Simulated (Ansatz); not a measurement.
# B₂H₂ (singlet): one geometry, many settings at distance B1–H3 = 1.077 Å

What do other methods and options give for B₂H₂ (singlet) at this geometry, and how long do they take?

Method: the settings change from run to run; program: Ansatz 0.2.0, Gaussian basis.

18 further runs of the same task are left out: 17 that didn't finish, 1 set aside as unsound or not needed.

### Step 1. The system

The geometry derives from a PBE0/def2-TZVP stationary point (not a proven minimum). One bond is set to the value named and the two fragments are kept rigid.

4 atoms, charge 0, spin multiplicity 1.

Atoms are counted from 1 here; the program's logs count them from 0.

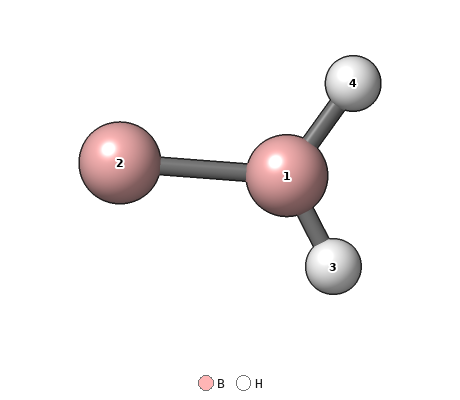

The structure; boron pink, hydrogen white; atoms are numbered from 1 in the order of the file.

As a file:

```xyz
4
charge 0, multiplicity 1
B     0.0000    0.0044    0.7556
B     0.0000    0.0044   -1.0069
H     0.0000    0.9243    1.3158
H     0.0000   -1.0195    1.3792
```

### Step 2. CASCI(4,5)/6-31G

File in.yaml:

```yaml
crystal:
  periodic: [false, false, false]
  atoms:
    - {symbol: B, position_ang: [0.000000, 0.004440, 0.755605]}
    - {symbol: B, position_ang: [0.000000, 0.004440, -1.006859]}
    - {symbol: H, position_ang: [0.000000, 0.924307, 1.315758]}
    - {symbol: H, position_ang: [0.000000, -1.019545, 1.379161]}
basis:
  gaussian: {orbitals: 6-31G}
correlation: {active_space: {window: {electrons: 4, orbitals: 5}, fixed_orbitals: true}}
output: {forces: true}
```

Launch:

```
ansatz run in.yaml --threads 1 --pin off --events-out ev --progress --plain --max-ram 2393MiB
```

The log of the run:

```text
Functional definition: HF
  name "HF"
  cite "Fock, Z. Phys. 61, 126 (1930) doi:10.1007/BF01340294"
  parent pbe
  exchange = exact_x
  correlation = 0
316 factors; integrals over basis functions are off by at most 2.6e-4 eV
mean field evaluation 1: about -1368.7530 eV, gradient 1.0e1 eV
mean field evaluation 2: about -1368.7491 eV, gradient 1.0e1 eV
mean field evaluation 4: about -1369.3477 eV, gradient 4.3e-1 eV
mean field evaluation 8: about -1369.3490 eV, gradient 3.2e-4 eV
mean field evaluation 16: about -1366.6337 eV, gradient 3.0e-5 eV
mean field evaluation 32: about -1366.8715 eV, gradient 1.7e0 eV
mean field -1369.34901153 eV, -50.3226479956 hartree, gradient 4.0e-6 eV, S^2 0.000000; 5 other end points of the search recorded, 0 dependent functions left out
reference -1369.34901153 eV, -50.3226479956 hartree; 6, 6 occupied and 16, 16 virtual orbitals, 316 factors
state -1369.68741031 eV, -50.3350839212 hartree
the calculation of the forces begins
Total energy: -1369.68741031 eV, -50.3350839212 hartree
Atom 0 at     0.000000     0.004440     0.755605 Å, force    -0.000000    -2.779431    -1.714140 eV/Å
Atom 1 at     0.000000     0.004440    -1.006859 Å, force     0.000000    -0.193835     0.122793 eV/Å
Atom 2 at     0.000000     0.924307     1.315758 Å, force     0.000000     3.054541     1.868184 eV/Å
Atom 3 at     0.000000    -1.019545     1.379161 Å, force    -0.000000    -0.081275    -0.276837 eV/Å
Dipole moment:     0.000000     0.011480     0.350887 e Å
```

It took 0.36 s on 1 thread of Arm Neoverse N1, shared host.

From the report: 52 determinants; active occupations 2.00, 1.90, 0.07, 0.03, 0.00.

### Step 3. MRCISD+Q(relaxed)(2,5)/6-31G

Changes to in.yaml since step 2:

```diff
@@ -9,3 +9,2 @@
   gaussian: {orbitals: 6-31G}
-correlation: {active_space: {window: {electrons: 4, orbitals: 5}, fixed_orbitals: true}}
-output: {forces: true}
+correlation: {method: fic_mrcisd_q_relaxed, electrons: outside_noble_gas, active_space: {window: {electrons: 2, orbitals: 5}}}
```

Launched as before.

The log of the run, shortened:

```text
Functional definition: HF
  name "HF"
  cite "Fock, Z. Phys. 61, 126 (1930) doi:10.1007/BF01340294"
  parent pbe
[...]
316 factors; integrals over basis functions are off by at most 2.6e-4 eV
[...]
mean field -1369.34901153 eV, -50.3226479956 hartree, gradient 4.0e-6 eV, S^2 0.000000; 5 other end points of the search recorded, 0 dependent functions left out; unrestricted orbitals would lower it
reference -1369.34901153 eV, -50.3226479956 hartree; 6, 6 occupied and 16, 16 virtual orbitals, 316 factors
state -1370.36641386 eV, -50.3600368416 hartree
contracted CI cycle   1: correlation 0.00000000 eV, 0.0000000000 hartree, residual 1.04e1 eV
contracted CI cycle   2: correlation -2.02229183 eV, -0.0743178540 hartree, residual 1.61e0 eV
contracted CI cycle   3: correlation -2.08763900 eV, -0.0767193183 hartree, residual 5.34e-1 eV
contracted CI cycle   4: correlation -2.09551685 eV, -0.0770088239 hartree, residual 2.63e-1 eV
contracted CI cycle   5: correlation -2.09834518 eV, -0.0771127630 hartree, residual 1.66e-1 eV
contracted CI cycle   6: correlation -2.09977585 eV, -0.0771653392 hartree, residual 1.19e-1 eV
contracted CI cycle   7: correlation -2.10031630 eV, -0.0771852003 hartree, residual 6.51e-2 eV
contracted CI cycle   8: correlation -2.10045199 eV, -0.0771901869 hartree, residual 2.99e-2 eV
contracted CI cycle   9: correlation -2.10047710 eV, -0.0771911098 hartree, residual 1.26e-2 eV
contracted CI cycle  10: correlation -2.10048166 eV, -0.0771912773 hartree, residual 5.04e-3 eV
contracted CI cycle  11: correlation -2.10048241 eV, -0.0771913047 hartree, residual 1.99e-3 eV
contracted CI cycle  12: correlation -2.10048253 eV, -0.0771913092 hartree, residual 8.61e-4 eV
state -1370.36641386 eV, -50.3600368416 hartree; corrected -1372.56969383 eV, -50.4410058870 hartree
Total energy: -1372.56969383 eV, -50.4410058870 hartree
```

Wall time 2 s (1 thread of Arm Neoverse N1, shared host).

From the report: 17 determinants; active occupations 1.86, 0.07, 0.06, 0.01, 0.00.

### Step 4. HF/6-31G

Changes to in.yaml since step 3:

```diff
@@ -9,2 +9,4 @@
   gaussian: {orbitals: 6-31G}
-correlation: {method: fic_mrcisd_q_relaxed, electrons: outside_noble_gas, active_space: {window: {electrons: 2, orbitals: 5}}}
+magnetization: {spin_polarized: true, initial_magnetization: 0}
+hamiltonian: {xc: hf}
+output: {forces: true, orbitals: {seedname: orbitals}}
```

Launched as before.

The log of the run, shortened:

```text
Functional definition: HF
  name "HF"
  cite "Fock, Z. Phys. 61, 126 (1930) doi:10.1007/BF01340294"
  parent pbe
[...]
316 factors; integrals over basis functions are off by at most 2.6e-4 eV
[...]
mean field -1369.95120224 eV, -50.3447780961 hartree, gradient 2.7e-5 eV, S^2 0.840753; 7 other end points of the search recorded, 0 dependent functions left out
[...]
reference -1369.95120224 eV, -50.3447780961 hartree; 6, 6 occupied and 16, 16 virtual orbitals, 316 factors
Total energy: -1369.95120224 eV, -50.3447780961 hartree
Atom 0 at     0.000000     0.004440     0.755605 Å, force    -0.000003    -3.362860    -2.573985 eV/Å
Atom 1 at     0.000000     0.004440    -1.006859 Å, force     0.000001    -0.049952     0.969937 eV/Å
Atom 2 at     0.000000     0.924307     1.315758 Å, force     0.000001     3.331915     1.876370 eV/Å
Atom 3 at     0.000000    -1.019545     1.379161 Å, force     0.000001     0.080897    -0.272322 eV/Å
Dipole moment:    -0.000000     0.026288     0.144629 e Å
```

Wall time 0.48 s (1 thread of Arm Neoverse N1, shared host).

From the report: ⟨S²⟩ of the determinant 0.841 (pure singlet: 0.00). The determinant is far from a pure spin state, so its energy mixes those of several spin states (harmless only where they are near-degenerate, as at dissociation).

### Step 5. CASSCF(2,5)/6-31G

Changes to in.yaml since step 4:

```diff
@@ -9,4 +9,4 @@
   gaussian: {orbitals: 6-31G}
-magnetization: {spin_polarized: true, initial_magnetization: 0}
-hamiltonian: {xc: hf}
-output: {forces: true, orbitals: {seedname: orbitals}}
+correlation: {active_space: {window: {electrons: 2, orbitals: 5}, states: [{multiplicity: 1, weights: [0.5, 1, 1]}]}}
+scf: {lower_state_search: off}
+output: {forces: true}
```

Launched as before.

The log of the run, shortened:

```text
Functional definition: HF
  name "HF"
  cite "Fock, Z. Phys. 61, 126 (1930) doi:10.1007/BF01340294"
  parent pbe
[...]
503 factors; integrals over basis functions are off by at most 1.6e-7 eV
[...]
mean field -1369.34899885 eV, -50.3226475296 hartree, gradient 4.0e-6 eV, S^2 0.000000; 0 other end points of the search recorded, 0 dependent functions left out
reference -1369.34899885 eV, -50.3226475296 hartree; 6, 6 occupied and 16, 16 virtual orbitals, 503 factors
state -1369.75857578 eV, -50.3376992040 hartree
state -1368.98904081 eV, -50.3094193155 hartree
state -1367.10752498 eV, -50.2402748844 hartree
[...]
Total energy: -1368.39034147 eV, -50.2874175208 hartree
Atom 0 at     0.000000     0.004440     0.755605 Å, force    -0.000000    -3.381152    -2.076103 eV/Å
Atom 1 at     0.000000     0.004440    -1.006859 Å, force    -0.000000    -0.041700     0.778918 eV/Å
Atom 2 at     0.000000     0.924307     1.315758 Å, force     0.000000     3.356496     1.709657 eV/Å
Atom 3 at     0.000000    -1.019545     1.379161 Å, force     0.000000     0.066357    -0.412473 eV/Å
Dipole moment:     0.000000     0.027179     0.097518 e Å
Checks for a lower state left out: stability, starts, cluster_reference, orbital_swaps, neighbouring_geometries, increment
```

Wall time 0.57 s (1 thread of Arm Neoverse N1, shared host).

From the report: 25 determinants; active occupations (of the averaged states) 1.17, 0.41, 0.41, 0.01, 0.00.

### Step 6. MP2 on RHF/6-31G

Changes to in.yaml since step 5:

```diff
@@ -9,4 +9,5 @@
   gaussian: {orbitals: 6-31G}
-correlation: {active_space: {window: {electrons: 2, orbitals: 5}, states: [{multiplicity: 1, weights: [0.5, 1, 1]}]}}
-scf: {lower_state_search: off}
-output: {forces: true}
+magnetization: {spin_polarized: false}
+hamiltonian: {pseudopotentials: {relativity: scalar}}
+correlation: {method: mp2, electrons: all}
+accuracy: high
```

Launched as before.

The log of the run:

```text
Functional definition: HF
  name "HF"
  cite "Fock, Z. Phys. 61, 126 (1930) doi:10.1007/BF01340294"
  parent pbe
  exchange = exact_x
  correlation = 0
535 factors; integrals over basis functions are off by at most 3.3e-9 eV
mean field evaluation 1: about -1369.1091 eV, gradient 1.0e1 eV
mean field evaluation 2: about -1369.1052 eV, gradient 1.0e1 eV
mean field evaluation 4: about -1369.7035 eV, gradient 4.3e-1 eV
mean field evaluation 8: about -1369.7048 eV, gradient 3.3e-4 eV
mean field evaluation 16: about -1366.9928 eV, gradient 1.3e-3 eV
mean field evaluation 32: about -1366.9857 eV, gradient 4.6e-4 eV
mean field evaluation 64: about -1366.9857 eV, gradient 4.5e-4 eV
mean field -1369.70479325 eV, -50.3357227329 hartree, gradient 3.7e-8 eV, S^2 0.000000; 5 other end points of the search recorded, 0 dependent functions left out; unrestricted orbitals would lower it
reference -1369.70479325 eV, -50.3357227329 hartree; 6, 6 occupied and 16, 16 virtual orbitals, 535 factors
second order -2.27913411 eV of doubles, -0.00000000 eV of singles
Total energy: -1371.98392737 eV, -50.4194793666 hartree
Relativity: scalar
```

It took 0.39 s on 1 thread of Arm Neoverse N1, shared host.

### Step 7. CASSCF(2,10)/6-31G

Changes to in.yaml since step 6:

```diff
@@ -9,5 +9,3 @@
   gaussian: {orbitals: 6-31G}
-magnetization: {spin_polarized: false}
-hamiltonian: {pseudopotentials: {relativity: scalar}}
-correlation: {method: mp2, electrons: all}
+correlation: {active_space: {window: {electrons: 2, orbitals: 10}, states: [{multiplicity: 1, weights: [1, 1, 0.5]}], root: 0}}
 accuracy: high
```

Same command.

The log of the run:

```text
Functional definition: HF
  name "HF"
  cite "Fock, Z. Phys. 61, 126 (1930) doi:10.1007/BF01340294"
  parent pbe
  exchange = exact_x
  correlation = 0
534 factors; integrals over basis functions are off by at most 3.3e-9 eV
mean field evaluation 1: about -1368.7530 eV, gradient 1.0e1 eV
mean field evaluation 2: about -1368.7491 eV, gradient 1.0e1 eV
mean field evaluation 4: about -1369.3477 eV, gradient 4.3e-1 eV
mean field evaluation 8: about -1369.3490 eV, gradient 3.2e-4 eV
mean field evaluation 16: about -1366.6409 eV, gradient 1.3e-3 eV
mean field evaluation 32: about -1366.6337 eV, gradient 4.6e-4 eV
mean field evaluation 64: about -1366.6337 eV, gradient 4.5e-4 eV
mean field -1369.34899884 eV, -50.3226475293 hartree, gradient 3.7e-8 eV, S^2 0.000000; 5 other end points of the search recorded, 0 dependent functions left out
reference -1369.34899884 eV, -50.3226475293 hartree; 6, 6 occupied and 16, 16 virtual orbitals, 534 factors
state -1369.96794445 eV, -50.3453933610 hartree
state -1369.00994993 eV, -50.3101877116 hartree
state -1367.24385438 eV, -50.2452848974 hartree
Total energy: -1369.96794445 eV, -50.3453933610 hartree
```

Run time: 5.5 s. Hardware: 1 thread of Arm Neoverse N1, shared host.

From the report: 100 determinants; active occupations (of the averaged states) 1.34, 0.42, 0.21, 0.01, 0.01, 0.00, 0.00, 0.00, 0.00, 0.00.

### Step 8. The runs in one table

Where basis and cores are those of an earlier FCI/6-31G run (-1372.5795 eV), and the state is the same kind, the miss against it is given.

```csv
level,correlated,functions,energy (eV),from FCI (meV),time
"CASCI(4,5)/6-31G",,22,-1369.6874,2892.1,0.36 s
"MRCISD+Q(relaxed)(2,5)/6-31G",outside noble gas,22,-1372.5697,9.9,2 s
HF/6-31G,,22,-1369.9512,2628.3,0.48 s
"CASSCF(2,5)/6-31G (mean of several states)",,22,-1368.3903,,0.57 s
MP2 on RHF/6-31G (relativity set),all,22,-1371.9839,,0.39 s
"CASSCF(2,10)/6-31G (lowest root of an average)",,22,-1369.9679,,5.5 s
```

### Step 9. Summary of results

| quantity | value |
| --- | --- |
| runs | 6 |
| quickest | CASCI(4,5)/6-31G, 0.36 s |
| slowest | CASSCF(2,10)/6-31G (lowest root of an average), 5.5 s |

Total energies in different bases, with other cores or another treatment of relativity can't be set against each other. CASSCF(2,10)/6-31G (lowest root of an average) took 15 times as long as CASCI(4,5)/6-31G; the jobs differ in more than the method. Hartree-Fock, CASSCF and CASCI lack dynamic correlation by design.
